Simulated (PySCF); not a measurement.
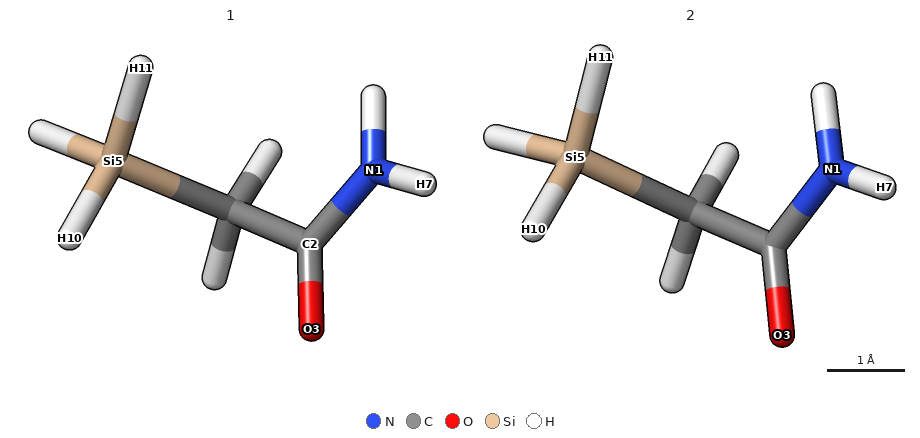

Two geometries of C2H7NOSi, drawn at one scale. One is the start of a relaxation, the other its converged end. Style: stick. Shown at a tilt.

These are results of PBE0-D3(BJ)/def2-SVP geometry optimisation, gas phase in PySCF 2.14.0, density-fitted response routines, not measurements. 

Which geometry has the lower energy?

Structure 2 is the relaxed one. The start comes from GFN2-xTB. Its atoms were then displaced at random by about 0.01 Å. The atom that moves furthest after the best rigid fit is the O atom (0.25 Å). By element the largest moves are O 0.25 Å, H 0.22 Å, N 0.08 Å, C 0.08 Å, Si 0.07 Å. Near-neighbour distances that change, for instance: H–Si 1.437 → 1.491 Å, C–N 1.331 → 1.363 Å, C–H 1.079 → 1.099 Å, H–Si 1.476 → 1.496 Å. Among the angles between lasting bonds that change: Si–C–H 112.4° → 108.4°, C–C–Si 109.0° → 112.7°, H–N–H 115.8° → 119.1°. The energy falls by 11.5 kJ/mol in 11 geometry steps.
